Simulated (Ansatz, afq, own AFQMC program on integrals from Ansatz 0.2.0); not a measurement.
# AlH₄ (doublet): AFQMC on the coupled-cluster ladder at distance Al1–H4 along a hydrogen transfer = 1.805 Å, cc-pVTZ

Aim: compute AlH₄ (doublet) with auxiliary-field quantum Monte Carlo on the same integrals as coupled cluster, and set the energies side by side.

Method: cc-pVTZ, frozen cores; program: Ansatz 0.2.0, Gaussian basis, and an in-house AFQMC program (afq) on its integrals; all values are calculated.

To be run: PBE (unrestricted); r2SCAN (unrestricted); PBE0 (unrestricted); B3LYP (unrestricted); CCSD(T) on UHF; wB97M-V (unrestricted); B2PLYP (unrestricted); CCSDT(Q) on UHF; Phaseless AFQMC, CISD trial on UHF.

**1. The system**

The geometry derives from fragments relaxed apart (PBE0/def2-TZVP) and kept rigid, so it is no stationary point. A hydrogen atom is moved between rigid fragments.

5 atoms, charge 0, spin multiplicity 2.

Atoms are counted from 1 here; the program's logs count them from 0.

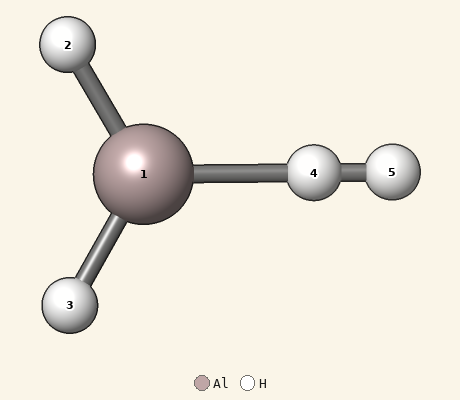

The structure; aluminium light grey, hydrogen white; atoms are numbered from 1 in the order of the file.

**2. PBE (unrestricted)**

Input file in.yaml:

```yaml
crystal:
  periodic: [false, false, false]
  atoms:
    - {symbol: Al, position_ang: [-0.092858, 0.000000, 0.000000]}
    - {symbol: H, position_ang: [-0.885782, 1.373384, 0.000000]}
    - {symbol: H, position_ang: [-0.885782, -1.373384, 0.000000]}
    - {symbol: H, position_ang: [1.712142, 0.000000, 0.000000]}
    - {symbol: H, position_ang: [2.545142, 0.000000, 0.000000]}
basis:
  gaussian: {orbitals: cc-pVTZ}
magnetization: {spin_polarized: true, initial_magnetization: 1}
hamiltonian: {xc: {name: PBE}}
output: {orbitals: {seedname: orbitals}}
```

Launch:

```
$ ansatz run in.yaml --threads 1 --pin off --events-out ev --progress --plain --max-ram 8192MiB --backend cpu
```

Standard output:

```text
Functional definition: PBE
  name "PBE"
  cite "Perdew, Burke & Ernzerhof, Phys. Rev. Lett. 77, 3865 (1996) doi:10.1103/PhysRevLett.77.3865"
  parent pbe
  parameter kappa = 0.804
  parameter beta = 0.06672455060314922
  exchange = pbe_x(kappa = kappa, mu = beta*pi^2/3)
  correlation = pbe_c(beta = beta)
513 factors; their error is unknown
mean field evaluation 1: about -6653.7203 eV, gradient 1.2e1 eV
mean field evaluation 2: about -6654.6227 eV, gradient 6.5e0 eV
mean field evaluation 4: about -6654.9745 eV, gradient 1.7e-1 eV
mean field evaluation 8: about -6654.9669 eV, gradient 1.7e-2 eV
mean field evaluation 16: about -6654.9669 eV, gradient 5.8e-5 eV
mean field evaluation 32: about -6654.5529 eV, gradient 1.4e0 eV
mean field -6654.96693812 eV, -244.5655240773 hartree, gradient 1.9e-6 eV, S^2 0.753029; 4 other end points of the search recorded, 0 dependent functions left out
reference -6654.96698125 eV, -244.5655256623 hartree; 9, 8 occupied and 81, 82 virtual orbitals, 513 factors
Total energy: -6654.96698125 eV, -244.5655256623 hartree
```

Wall time 2.9 s (1 thread of AMD EPYC 7R13 (Zen 3), shared host); peak memory 1.8 GiB.

From the report: ⟨S²⟩ of the determinant 0.753 (pure doublet: 0.75).

**3. r2SCAN (unrestricted)**

in.yaml: that of step 2 with these lines changed.

```diff
@@ -11,3 +11,2 @@
 magnetization: {spin_polarized: true, initial_magnetization: 1}
-hamiltonian: {xc: {name: PBE}}
-output: {orbitals: {seedname: orbitals}}
+hamiltonian: {xc: {name: r2SCAN}}
```

Launched as before.

Standard output:

```text
Functional definition: r2SCAN
  name "r2SCAN"
  cite "Furness, Kaplan, Ning, Perdew & Sun, J. Phys. Chem. Lett. 11, 8208 (2020) doi:10.1021/acs.jpclett.0c02405"
  cite "Furness, Kaplan, Ning, Perdew & Sun, J. Phys. Chem. Lett. 11, 9248 (2020) doi:10.1021/acs.jpclett.0c03077"
  parent r2scan
  parameter k0 = 0.174
  parameter k1 = 0.065
  parameter a1 = 4.9479
  exchange = r2scan_x(k0 = k0, k1 = k1, a1 = a1)
  correlation = r2scan_c
513 factors; their error is unknown
mean field evaluation 1: about -6657.3788 eV, gradient 1.0e1 eV
mean field evaluation 2: about -6658.0793 eV, gradient 4.1e0 eV
mean field evaluation 4: about -6658.2107 eV, gradient 2.0e-1 eV
mean field evaluation 8: about -6658.2035 eV, gradient 1.9e-2 eV
mean field evaluation 16: about -6656.9841 eV, gradient 5.1e0 eV
mean field evaluation 32: about -6657.5485 eV, gradient 4.5e0 eV
mean field -6658.20351174 eV, -244.6844659642 hartree, gradient 1.7e-5 eV, S^2 0.757195; 4 other end points of the search recorded, 0 dependent functions left out
reference -6658.20352843 eV, -244.6844665772 hartree; 9, 8 occupied and 81, 82 virtual orbitals, 513 factors
Total energy: -6658.20352843 eV, -244.6844665772 hartree
```

It took 5.5 s on 1 thread of AMD EPYC 7R13 (Zen 3), shared host; peak memory 1.8 GiB.

From the report: ⟨S²⟩ of the determinant 0.757 (pure doublet: 0.75).

**4. PBE0 (unrestricted)**

in.yaml: that of step 3 with these lines changed.

```diff
@@ -11,2 +11,3 @@
 magnetization: {spin_polarized: true, initial_magnetization: 1}
-hamiltonian: {xc: {name: r2SCAN}}
+hamiltonian: {xc: {name: PBE0}}
+output: {orbitals: {seedname: orbitals}}
```

Launched as before.

Standard output:

```text
Functional definition: PBE0
  name "PBE0"
  cite "Adamo & Barone, J. Chem. Phys. 110, 6158 (1999) doi:10.1063/1.478522"
  cite "Perdew, Burke & Ernzerhof, Phys. Rev. Lett. 77, 3865 (1996) doi:10.1103/PhysRevLett.77.3865"
  parent pbe
  parameter a = 0.25
  parameter kappa = 0.804
  parameter beta = 0.06672455060314922
  exchange = (1 - a)*pbe_x(kappa = kappa, mu = beta*pi^2/3) + a*exact_x
  correlation = pbe_c(beta = beta)
525 factors; their error is unknown
mean field evaluation 1: about -6655.1665 eV, gradient 8.1e0 eV
mean field evaluation 2: about -6655.6334 eV, gradient 2.5e0 eV
mean field evaluation 4: about -6655.6788 eV, gradient 1.7e-1 eV
mean field evaluation 8: about -6655.6958 eV, gradient 1.5e-2 eV
mean field evaluation 16: about -6655.6039 eV, gradient 1.1e0 eV
mean field -6655.69581381 eV, -244.5923097649 hartree, gradient 4.1e-5 eV, S^2 0.755404; 1 other end points of the search recorded, 0 dependent functions left out
reference -6655.69584651 eV, -244.5923109665 hartree; 9, 8 occupied and 81, 82 virtual orbitals, 525 factors
Total energy: -6655.69584651 eV, -244.5923109665 hartree
```

Run time: 1.6 s. Hardware: 1 thread of AMD EPYC 7R13 (Zen 3), shared host; peak memory 1.8 GiB.

From the report: ⟨S²⟩ of the determinant 0.755 (pure doublet: 0.75).

**5. B3LYP (unrestricted)**

in.yaml: that of step 4 with these lines changed.

```diff
@@ -11,3 +11,2 @@
 magnetization: {spin_polarized: true, initial_magnetization: 1}
-hamiltonian: {xc: {name: PBE0}}
-output: {orbitals: {seedname: orbitals}}
+hamiltonian: {xc: {name: B3LYP}}
```

Same command.

Standard output, shortened:

```text
Functional definition: B3LYP
  name "B3LYP"
  cite "Stephens, Devlin, Chabalowski & Frisch, J. Phys. Chem. 98, 11623 (1994) doi:10.1021/j100096a001"
  cite "Becke, Phys. Rev. A 38, 3098 (1988) doi:10.1103/PhysRevA.38.3098"
  cite "Lee, Yang & Parr, Phys. Rev. B 37, 785 (1988) doi:10.1103/PhysRevB.37.785"
  cite "Vosko, Wilk & Nusair, Can. J. Phys. 58, 1200 (1980) doi:10.1139/p80-159"
[...]
525 factors; their error is unknown
[...]
mean field -6659.93154575 eV, -244.7479700426 hartree, gradient 2.7e-5 eV, S^2 0.754365; 1 other end points of the search recorded, 0 dependent functions left out
reference -6659.93178754 eV, -244.7479789283 hartree; 9, 8 occupied and 81, 82 virtual orbitals, 525 factors
Total energy: -6659.93178754 eV, -244.7479789283 hartree
```

It took 1.6 s on 1 thread of AMD EPYC 7R13 (Zen 3), shared host; peak memory 1.8 GiB.

From the report: ⟨S²⟩ of the determinant 0.754 (pure doublet: 0.75).

**6. CCSD(T) on UHF**

in.yaml: that of step 5 with these lines changed.

```diff
@@ -11,2 +11,2 @@
 magnetization: {spin_polarized: true, initial_magnetization: 1}
-hamiltonian: {xc: {name: B3LYP}}
+correlation: {method: ccsd_t, electrons: outside_noble_gas, hamiltonian_folder: ham}
```

Launch:

```
$ ansatz run in.yaml --threads 1 --pin off --events-out ev --progress --plain --max-ram 24576MiB --backend cuda --devices 0, --max-vram 18GiB
```

Standard output, shortened:

```text
Functional definition: HF
  name "HF"
  cite "Fock, Z. Phys. 61, 126 (1930) doi:10.1007/BF01340294"
  parent pbe
[...]
515 factors; integrals over basis functions are off by at most 1.4e-3 eV
[...]
mean field -6643.06862181 eV, -244.1282690177 hartree, gradient 3.0e-6 eV, S^2 0.769377; 4 other end points of the search recorded, 0 dependent functions left out
determinant -6643.06862181 eV, -244.1282690177 hartree, with singles and doubles -6646.88257326 eV, -244.2684291487 hartree
determinant -6641.99950182 eV, -244.0889795828 hartree, with singles and doubles -6645.96092651 eV, -244.2345592553 hartree
5 core orbitals not correlated: weight in the atoms' cores, before any rotation towards them, 1.000 or more for the frozen orbitals, at most 0.000 for the correlated occupied ones
reference -6643.06862181 eV, -244.1282690177 hartree; 4, 3 occupied and 81, 82 virtual orbitals, 515 factors
second order -2.92720086 eV of doubles, -0.00000000 eV of singles
cycle   1  -3.67422086 eV  change   -3.0e-1 eV  update   2.0e-2
[...]
cycle   9  -3.68488012 eV  change    1.8e-6 eV  update   5.0e-6
perturbative correction -0.06562740 eV, -0.0024117626 hartree
Total energy: -6646.81912933 eV, -244.2660976269 hartree
```

Wall time 15 s (1 × NVIDIA H100 80GB HBM3 with 1 thread of AMD EPYC 7R13 (Zen 3), shared host); peak host memory 1.8 GiB.

From the report: ⟨S²⟩ of the determinant 0.769 (pure doublet: 0.75); correlation -3.7505 eV; T1 0.015; largest double amplitude 0.03.

This run also writes the integrals to the folder ham.

**7. wB97M-V (unrestricted)**

in.yaml: that of step 6 with these lines changed.

```diff
@@ -11,2 +11,3 @@
 magnetization: {spin_polarized: true, initial_magnetization: 1}
-correlation: {method: ccsd_t, electrons: outside_noble_gas, hamiltonian_folder: ham}
+hamiltonian: {xc: {name: wB97M-V}}
+output: {orbitals: {seedname: orbitals}}
```

Launch:

```
$ ansatz run in.yaml --threads 1 --pin off --events-out ev --progress --plain --max-ram 8192MiB --backend cpu
```

Standard output, shortened:

```text
Functional definition: wB97M-V
  name "wB97M-V"
  cite "Mardirossian & Head-Gordon, J. Chem. Phys. 144, 214110 (2016) doi:10.1063/1.4952647"
  cite "Becke, J. Chem. Phys. 107, 8554 (1997) doi:10.1063/1.475007"
  cite "Vydrov & Van Voorhis, J. Chem. Phys. 133, 244103 (2010) doi:10.1063/1.3521275"
  # Of w^i u^j: cxij and so on, Table III.
[...]
  gx(w, u) = 1 - cx + cx01*u + cx10*w
  gss(w, u) = css00 + css04*u^4 + css10*w + css20*w^2 + css43*w^4*u^3
  gos(w, u) = cos00 + cos10*w + (cos20 + cos21*u)*w^2 + (cos60 + cos61*u)*w^6
[...]
      + integral(e_c_pw_mod_opposite_spin*gos(b97_w_opposite, b97_u_opposite)) + vv10(b, c)
513 factors; their error is unknown
147 factors; integrals over basis functions are off by at most 4.1e-5 eV
[...]
mean field -6657.88717226 eV, -244.6728407027 hartree, gradient 5.9e-5 eV, S^2 0.753265; 1 other end points of the search recorded, 0 dependent functions left out
reference -6657.88722070 eV, -244.6728424828 hartree; 9, 8 occupied and 81, 82 virtual orbitals, 513 factors
Total energy: -6657.88722070 eV, -244.6728424828 hartree
```

Run time: 7 s. Hardware: 1 thread of AMD EPYC 7R13 (Zen 3), shared host; peak memory 1.8 GiB.

From the report: ⟨S²⟩ of the determinant 0.753 (pure doublet: 0.75).

**8. B2PLYP (unrestricted)**

in.yaml: that of step 7 with these lines changed.

```diff
@@ -11,3 +11,3 @@
 magnetization: {spin_polarized: true, initial_magnetization: 1}
-hamiltonian: {xc: {name: wB97M-V}}
-output: {orbitals: {seedname: orbitals}}
+hamiltonian: {xc: {name: B2PLYP}}
+correlation: {electrons: outside_noble_gas}
```

The command is unchanged.

Standard output, shortened:

```text
Functional definition: B2PLYP
  name "B2PLYP"
  cite "Grimme, J. Chem. Phys. 124, 034108 (2006) doi:10.1063/1.2148954"
  cite "Becke, Phys. Rev. A 38, 3098 (1988) doi:10.1103/PhysRevA.38.3098"
  cite "Lee, Yang & Parr, Phys. Rev. B 37, 785 (1988) doi:10.1103/PhysRevB.37.785"
[...]
515 factors; integrals over basis functions are off by at most 1.4e-3 eV
[...]
mean field -6654.58948444 eV, -244.5516529103 hartree, gradient 2.5e-6 eV, S^2 0.759454; 2 other end points of the search recorded, 0 dependent functions left out
5 core orbitals not correlated: weight in the atoms' cores, before any rotation towards them, 1.000 or more for the frozen orbitals, at most 0.000 for the correlated occupied ones
reference -6654.58963768 eV, -244.5516585420 hartree; 4, 3 occupied and 81, 82 virtual orbitals, 515 factors
second order -3.63309540 eV of doubles, -0.00000000 eV of singles
Total energy: -6655.57057344 eV, -244.5877072661 hartree
```

Wall time 2.7 s (1 thread of AMD EPYC 7R13 (Zen 3), shared host); peak memory 1.8 GiB.

From the report: ⟨S²⟩ of the determinant 0.759 (pure doublet: 0.75).

**9. CCSDT(Q) on UHF**

in.yaml: that of step 8 with these lines changed.

```diff
@@ -11,3 +11,2 @@
 magnetization: {spin_polarized: true, initial_magnetization: 1}
-hamiltonian: {xc: {name: B2PLYP}}
-correlation: {electrons: outside_noble_gas}
+correlation: {method: ccsdt_q, electrons: outside_noble_gas}
```

Launch:

```
$ ansatz run in.yaml --threads 1 --pin off --events-out ev --progress --plain --max-ram 24576MiB --backend cuda --devices 0, --max-vram 18GiB
```

Standard output, shortened:

```text
Functional definition: HF
  name "HF"
  cite "Fock, Z. Phys. 61, 126 (1930) doi:10.1007/BF01340294"
  parent pbe
[...]
1072 factors; integrals over basis functions are off by at most 1.7e-7 eV
[...]
mean field -6643.06862708 eV, -244.1282692116 hartree, gradient 2.9e-6 eV, S^2 0.769377; 4 other end points of the search recorded, 0 dependent functions left out
determinant -6643.06862708 eV, -244.1282692116 hartree, with singles and doubles -6646.88258876 eV, -244.2684297182 hartree
determinant -6641.99951243 eV, -244.0889799727 hartree, with singles and doubles -6645.96094542 eV, -244.2345599501 hartree
5 core orbitals not correlated: weight in the atoms' cores, before any rotation towards them, 1.000 or more for the frozen orbitals, at most 0.000 for the correlated occupied ones
reference -6643.06862708 eV, -244.1282692116 hartree; 4, 3 occupied and 81, 82 virtual orbitals, 1072 factors
second order -2.92721650 eV of doubles, -0.00000000 eV of singles
cycle   1  -3.44245685 eV  change   -5.2e-1 eV  update   6.1e-2
[...]
cycle  16  -3.76927290 eV  change    8.3e-8 eV  update   1.3e-7
perturbative correction -0.00170645 eV, -0.0000627108 hartree
Total energy: -6646.83960643 eV, -244.2668501466 hartree
```

Wall time 22 s (1 × NVIDIA H100 80GB HBM3 with 1 thread of AMD EPYC 7R13 (Zen 3), shared host); peak host memory 1.8 GiB.

From the report: ⟨S²⟩ of the determinant 0.769 (pure doublet: 0.75); correlation -3.7710 eV; T1 0.016; largest double amplitude 0.03.

**10. Phaseless AFQMC, CISD trial on UHF**

It reads the integrals that the CCSD(T) run on this determinant wrote.

Launch:

```
$ afq ham --method phaseless --trial cisd --walkers 1900 --populations 20 --least-time 60 --time-step 0.005 --steps-per-block 50 --equilibration-blocks 28 --max-blocks 4000 --target-error 0.00016 --factor-cut 1e-05 --start spin_pure --seed 4565 --release-times 0.24,0.51,0.99,1.62,2.4 --release-step 0.03 --release-every 3 --taylor-order 6
```

Standard output:

```text
orbitals 85  electrons 4 3  factors 510 of 515
reference energy -244.12826902 Eh
CCSD correlation -0.13541683 Eh in 10 cycles, weight of the determinant in the CISD state 0.9187
energy of the start -244.263360 Eh
 block  time / (1/Eh)  mean weight  energy / Eh
     1     0.250  1.0001  -244.262578
     2     0.500  1.0001  -244.263068
     3     0.750  1.0001  -244.263597
     4     1.000  0.9999  -244.264262
     5     1.250  1.0002  -244.264630
     6     1.500  1.0000  -244.265072
     7     1.750  1.0000  -244.265197
     8     2.000  1.0001  -244.265585
     9     2.250  1.0001  -244.265719
    10     2.500  1.0001  -244.265812
    11     2.750  1.0002  -244.265942
    12     3.000  0.9999  -244.266198
    13     3.250  1.0003  -244.266245
    14     3.500  1.0001  -244.266401
    15     3.750  0.9998  -244.266181
    16     4.000  1.0001  -244.265895
    17     4.250  1.0000  -244.265944
    18     4.500  1.0000  -244.265797
    19     4.750  1.0001  -244.266026
    20     5.000  0.9997  -244.266273
    21     5.250  1.0002  -244.266251
    22     5.500  1.0000  -244.266650
    23     5.750  0.9999  -244.266587
    24     6.000  1.0001  -244.266817
    25     6.250  0.9993  -244.266731
    26     6.500  1.0001  -244.266875
    27     6.750  1.0001  -244.267057
    28     7.000  1.0000  -244.267057
    29     7.250  1.0001  -244.266901
    30     7.500  1.0001  -244.266725
    31     7.750  0.9999  -244.266467
    32     8.000  1.0003  -244.266600
    33     8.250  1.0000  -244.267040
    34     8.500  1.0000  -244.266784
    35     8.750  0.9998  -244.266534
    36     9.000  1.0000  -244.266535
    37     9.250  0.9999  -244.266657
    38     9.500  0.9998  -244.266695
    39     9.750  0.9996  -244.266721
    40    10.000  0.9998  -244.266697
    41    10.250  1.0003  -244.267057
    42    10.500  1.0002  -244.266669
    43    10.750  0.9998  -244.267039
    44    11.000  1.0004  -244.266689
    45    11.250  1.0004  -244.266439
    46    11.500  0.9992  -244.266165
    47    11.750  1.0002  -244.266372
    48    12.000  1.0001  -244.266398
    49    12.250  1.0001  -244.266572
    50    12.500  1.0003  -244.266597
    51    12.750  0.9998  -244.266898
    52    13.000  0.9998  -244.266899
    53    13.250  1.0001  -244.266960
    54    13.500  1.0002  -244.266624
    55    13.750  1.0001  -244.266922
    56    14.000  0.9997  -244.266891
    57    14.250  1.0002  -244.266984
    58    14.500  0.9997  -244.266889
    59    14.750  1.0000  -244.266669
    60    15.000  0.9999  -244.266612
    61    15.250  1.0002  -244.266587
    62    15.500  1.0002  -244.266498
    63    15.750  1.0000  -244.266617
    64    16.000  0.9997  -244.266820
    65    16.250  1.0002  -244.266587
    66    16.500  1.0000  -244.266834
    67    16.750  1.0003  -244.266821
    68    17.000  0.9996  -244.266108
    69    17.250  1.0002  -244.266462
    70    17.500  1.0000  -244.266539
    71    17.750  0.9999  -244.266529
    72    18.000  1.0000  -244.266664
    73    18.250  1.0004  -244.266722
    74    18.500  1.0000  -244.266516
    75    18.750  1.0001  -244.266739
    76    19.000  1.0005  -244.266459
    77    19.250  1.0001  -244.266663
    78    19.500  1.0001  -244.266869
error from the spread of 20 populations
released: time / (1/Eh)  energy / Eh  error  mean overlap
  0.24  -244.266719  0.000051  0.9977
  0.51  -244.266775  0.000045  0.9963
  0.99  -244.266791  0.000047  0.9921
  1.62  -244.266833  0.000057  0.9897
  2.40  -244.266927  0.000063  0.9768
energy -244.266675 +/- 0.000069 Eh
```

It took 56 s on 1 × NVIDIA H100 80GB HBM3 with 2 threads of AMD EPYC 7R13 (Zen 3), shared host; peak host memory 1.8 GiB.

Energy -6646.8348 ± 0.0019 eV. Caveats: constraint bias not in the error.

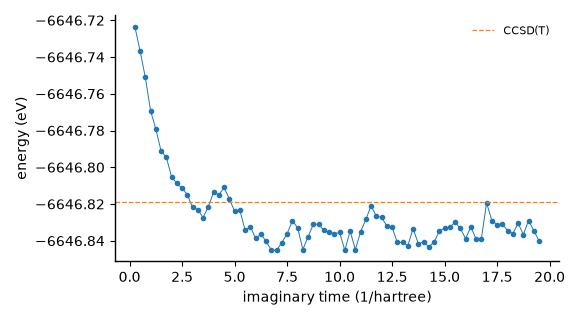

Block energies along the walk.

**11. AFQMC on the ladder**

On the UHF determinant, counted from CCSDT(Q) (a yardstick, not exact):

```
                                                level  energy (eV)  from CCSDT(Q) (kJ/mol)  statistical error (kJ/mol)  time
                                                   HF   -6643.0686                  +363.8                                  
                                                  MP2   -6645.9958                   +81.4                                  
                                                 CCSD   -6646.7535                    +8.3                                  
                                              CCSD(T)   -6646.8191                    +2.0                                  
                                             CCSDT(Q)   -6646.8396                     0.0                                  
Phaseless AFQMC, CISD trial, step 0.005, 1900 walkers   -6646.8348                    +0.5                         0.2  56 s
```

The functionals' totals stand on their own zeros and serve differences with other points: PBE -6654.967 eV; r2SCAN -6658.204 eV; PBE0 -6655.696 eV; B3LYP -6659.932 eV; wB97M-V -6657.887 eV; B2PLYP -6655.571 eV.

**12. Results**

| quantity | value |
| --- | --- |
| CCSD(T) on UHF from CCSDT(Q) | +2.0 kJ/mol |
| Phaseless AFQMC, CISD trial on UHF from CCSDT(Q) | +0.5 ± 0.2 kJ/mol |

In words: On UHF the phaseless walk with the CISD trial lies +0.5 kJ/mol from CCSDT(Q), within three error bars. Error bars are statistical and leave out the constraint, the time step and what remains of the start.
